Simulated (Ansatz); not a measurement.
# Fields on a plane of Ni (fcc, Cu type)

```xyz
1
Lattice="0.0000 1.7592 1.7592 1.7592 0.0000 1.7592 1.7592 1.7592 0.0000" Properties=species:S:1:pos:R:3 pbc="T T T"
Ni     0.0000     0.0000     0.0000
```

The slice is a {100} plane (indices of the conventional cell) through the point (0.000, 0.000, 0.000) (fractional), spanned by u = [100] and v = [0 1 -1] in vectors of this cell: u (2.49 Å) and v (2.49 Å, at 90° to u). It covers one period; positions are fractions (u, v).

Atoms on it: Ni at (0.00, 0.00).

Method: PBE (plane waves to 420 eV, PAW, scalar-relativistic; Ansatz, an electronic-structure program). k mesh 23×23×23. Near the nuclei the fields are pseudised (PAW); where an atom keeps semicore shells as valence, they peak there. Ni was relaxed with its symmetry unable to fall. Relaxed Ni ends ferromagnetic. Other magnetic orders were not checked, so this need not be the ground state.

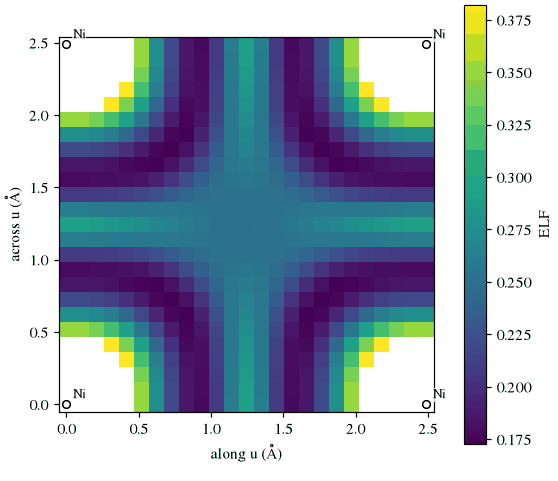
*ELF of the down spins, one period of the plane, atoms marked. Points within 0.5 Å of a nucleus are left white, as the pseudised field means little there.*

```
|999999887766443322111111111111112233446677889999|
|999988776655443322111111001111112233445566778899|
|888877776655443322111100000011112233445566777788|
|777766665544332211111100000011111122334455666677|
|666655554433222211110000000000111122223344555566|
|554444443322221111000000000000001111222233444444|
|333333332222111100000000000000000011112222333333|
|222222221111110000000000000000000000111111222222|
|111111111111000000000000000000000000001111111111|
|111111111100000000000000000000000000000011111111|
|111111000000000000000000000000000000000000001111|
|110000000000000000000000000000000000000000000000|
|111111000000000000000000000000000000000000001111|
|111111111100000000000000000000000000000011111111|
|111111111111000000000000000000000000001111111111|
|222222221111110000000000000000000000111111222222|
|333333332222111100000000000000000011112222333333|
|554444443322221111000000000000001111222233444444|
|666655554433222211110000000000111122223344555566|
|777766665544332211111100000011111122334455666677|
|888877776655443322111100000011112233445566777788|
|999988776655443322111111001111112233445566778899|
|999999887766443322111111111111112233446677889999|
|999999887766553322111111111111112233556677889999|
```
Scale: ten equal steps from -0.76 (start of '0') to 1.78 (end of '9'), in the order '0123456789'. Values: log₁₀ of the valence density in e/Å³. The map has 24 points along u (two characters each, u = 0 at the left) and 24 along v (v = 0 in the bottom row). The scale is logarithmic, as a density can span decades between atoms and voids.

* **Density on the Ni–Ni line (2.49 Å) at its midpoint**: 0.31 e/Å³
* **ELF at that point**: 0.25
